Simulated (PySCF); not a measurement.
Run report: C₄H₆N₂S, excited-state calculation

C₄H₆N₂S, computed with TDA B3LYP/cc-pVDZ, vertical, gas phase, core orbitals frozen in the response (PySCF 2.14.0).

The geometry comes from this level: GFN2-xTB. It belongs to a series of runs on one base structure; here: B3LYP/cc-pVDZ; 25 states, TDA.

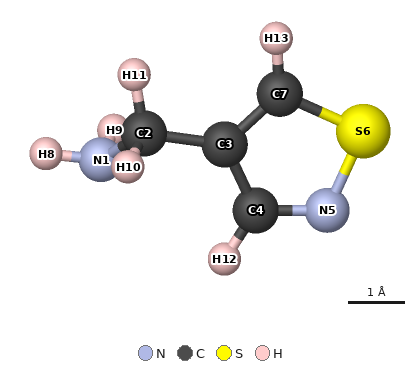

**Figure 1.** The structure as given in the input (ball-and-stick view, seen at a tilt; atoms are numbered from 1 in the order of the input). Bond lengths as drawn: C–C 1.37 to 1.50 Å, C–H 1.07 to 1.10 Å, C–N 1.30 to 1.46 Å, C–S 1.71 Å, H–N 1.01 Å and N–S 1.63 Å.

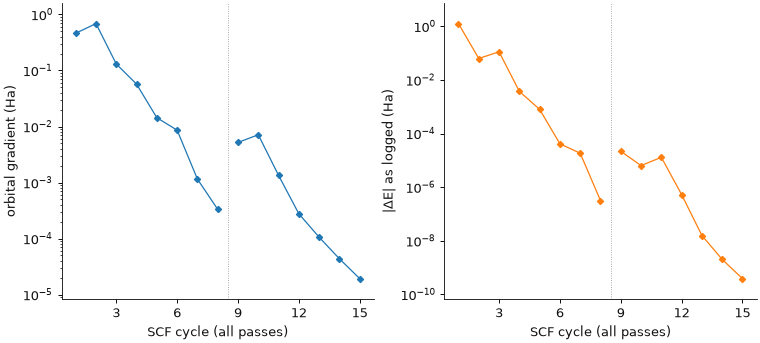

**Figure 2.** Convergence of the self-consistent field: orbital gradient and size of the energy change against the SCF cycle. The dotted line marks the change from a coarse to the final integration grid. The first 8 cycles use a coarse grid, the final grid takes over at cycle 9, and the field converges after 15 cycles in all.

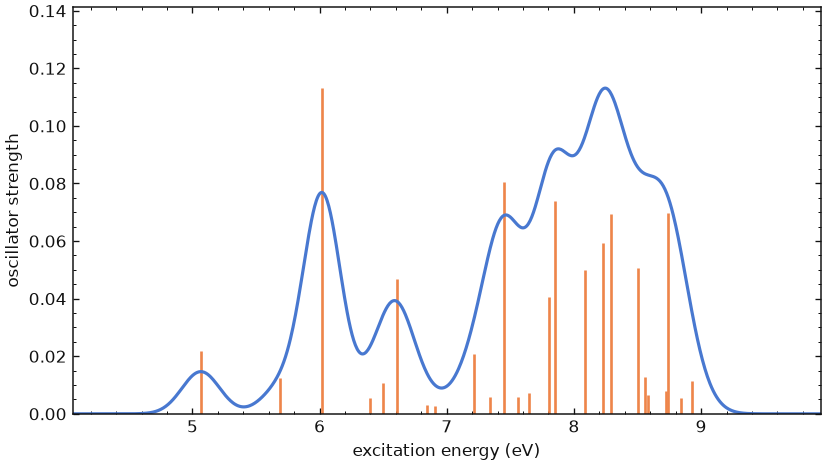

**Figure 3.** Computed excitations as sticks (degenerate states added up, dark ones marked on the axis), with a Gaussian envelope of 0.35 eV full width at half maximum, scaled to the tallest. Of the 25 states the lowest lies at 5.07 eV (f = 0.022); the strongest line is at 6.02 eV, or 206 nm (f = 0.113).

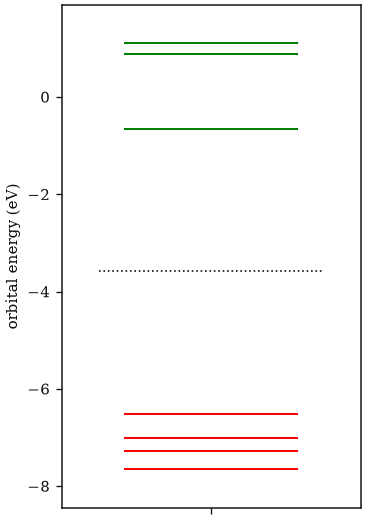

**Figure 4.** Orbital energies near the frontier; the dotted line parts filled from empty levels, and levels within 0.02 eV of each other stand side by side. Highest filled −6.51 eV, lowest empty −0.66 eV, 5.85 eV apart.

The input that produced these results follows, with the program's output.

The input
```
{"job": {"kind": "uv", "xc": "B3LYP", "basis": "cc-pVDZ", "nstates": 25, "ntriplets": 5, "tda": true}, "charge": 0, "multiplicity": 1}
N     -1.682877    -0.027752    -0.969536
C     -1.033870    -0.489223     0.249064
C      0.398373    -0.055149     0.251406
C      1.273253    -0.181510    -0.854559
N      2.488345     0.257112    -0.681969
S      2.686208     0.857670     0.822375
C      1.069250     0.531284     1.287612
H     -2.649203    -0.332718    -0.994205
H     -1.671664     0.985772    -1.014541
H     -1.076388    -1.584874     0.245859
H     -1.518010    -0.134764     1.176053
H      0.995388    -0.602481    -1.804113
H      0.716806     0.777118     2.268829
```

The first line tells a small driver script what to run in PySCF; the rest is the geometry in Å.

Command:
```bash
OMP_NUM_THREADS=1 python <driver script> task.json out
```

What the program printed
```
coarse grid: 11816 points
cycle   1  E = -663.6559756168  dE =  1.257e+00  |g| = 4.621e-01  |ddm| = 7.230e+00
cycle   2  E = -663.5932055624  dE =  6.277e-02  |g| = 6.864e-01  |ddm| = 1.908e+00
cycle   3  E = -663.7051389159  dE = -1.119e-01  |g| = 1.307e-01  |ddm| = 1.161e+00
cycle   4  E = -663.7088792042  dE = -3.740e-03  |g| = 5.709e-02  |ddm| = 2.607e-01
cycle   5  E = -663.7096751503  dE = -7.959e-04  |g| = 1.435e-02  |ddm| = 9.584e-02
cycle   6  E = -663.7097163360  dE = -4.119e-05  |g| = 8.613e-03  |ddm| = 3.483e-02
cycle   7  E = -663.7097347086  dE = -1.837e-05  |g| = 1.153e-03  |ddm| = 1.283e-02
cycle   8  E = -663.7097350248  dE = -3.162e-07  |g| = 3.329e-04  |ddm| = 2.547e-03
final grid: 110800 points
cycle   9  E = -663.7318687025  dE = -2.170e-05  |g| = 5.203e-03  |ddm| = 4.512e-02
cycle  10  E = -663.7318623298  dE =  6.373e-06  |g| = 7.126e-03  |ddm| = 2.160e-02
cycle  11  E = -663.7318752584  dE = -1.293e-05  |g| = 1.344e-03  |ddm| = 1.310e-02
cycle  12  E = -663.7318757847  dE = -5.263e-07  |g| = 2.771e-04  |ddm| = 2.659e-03
cycle  13  E = -663.7318758004  dE = -1.568e-08  |g| = 1.060e-04  |ddm| = 5.091e-04
cycle  14  E = -663.7318758024  dE = -2.010e-09  |g| = 4.364e-05  |ddm| = 1.916e-04
cycle  15  E = -663.7318758028  dE = -3.872e-10  |g| = 1.934e-05  |ddm| = 8.355e-05
converged SCF energy = -663.7318758028

Static polarisability (au): isotropic 65.864, principal 40.220 66.111 91.261

Singlet excitations
state   eV       nm        f      main configurations
  1   5.0664    244.7   0.02183   H->L 0.88, H-1->L 0.09
  2   5.6921    217.8   0.01252   H-3->L 0.92
  3   6.0195    206.0   0.11312   H-1->L 0.74
  4   6.3932    193.9   0.00533   H->L+1 0.59, H-1->L+1 0.35
  5   6.5004    190.7   0.01079   H->L+2 0.86
  6   6.6108    187.5   0.04673   H-2->L 0.81
  7   6.8440    181.2   0.00324   H-2->L+1 0.69, H->L+1 0.13, H-1->L+1 0.09
  8   6.9086    179.5   0.00259   H-1->L+1 0.47, H-2->L+1 0.24, H->L+1 0.19
  9   7.2130    171.9   0.02066   H->L+3 0.82
 10   7.3378    169.0   0.00592   H-3->L+1 0.73, H-1->L+2 0.12
 11   7.4490    166.4   0.08061   H-1->L+2 0.65, H-1->L+3 0.10, H-3->L+1 0.08
 12   7.5565    164.1   0.00593   H-4->L 0.47, H-3->L+2 0.38
 13   7.6491    162.1   0.00719   H-4->L 0.48, H-3->L+2 0.41
 14   7.8067    158.8   0.04049   H->L+4 0.51, H-1->L+3 0.14
 15   7.8498    157.9   0.07394   H-2->L+2 0.49, H->L+4 0.24, H-2->L+3 0.12
 16   8.0839    153.4   0.05002   H-1->L+3 0.56, H->L+5 0.10
 17   8.2275    150.7   0.05932   H->L+5 0.36, H-2->L+3 0.22, H->L+6 0.11
 18   8.2919    149.5   0.06955   H-2->L+3 0.22, H->L+5 0.18, H-2->L+4 0.10
 19   8.5070    145.7   0.05065   H-1->L+4 0.37, H->L+6 0.34
 20   8.5563    144.9   0.01262   H-3->L+3 0.43, H-1->L+4 0.17, H->L+6 0.13
 21   8.5823    144.5   0.00670   H-3->L+3 0.35, H->L+6 0.23, H-1->L+4 0.18
 22   8.7238    142.1   0.00779   H-5->L 0.72
 23   8.7423    141.8   0.06983   H-2->L+4 0.62, H-2->L+3 0.14
 24   8.8426    140.2   0.00549   H->L+7 0.63, H-1->L+5 0.16
 25   8.9306    138.8   0.01123   H-1->L+6 0.37, H-1->L+5 0.23, H-2->L+6 0.17

Triplet excitations (Tamm-Dancoff, eV): 4.1855 4.3577 4.7860 5.2547 5.9721
```

Results in brief

| quantity | value |
| --- | --- |
| outcome | converged |
| total energy | −663.731876 hartree |
| HOMO | −6.51 eV |
| LUMO | −0.66 eV |
| dipole moment | 3.45 D |
| mean polarisability | 65.86 a.u. |
| lowest singlet excitation | 5.07 eV |
| hardware | 1 CPU thread, shared host |
| wall time | 14 s |
| peak memory | 0.65 GiB |

Remarks

Settings chosen away from the usual ones: B3LYP/cc-pVDZ; 25 states, TDA.
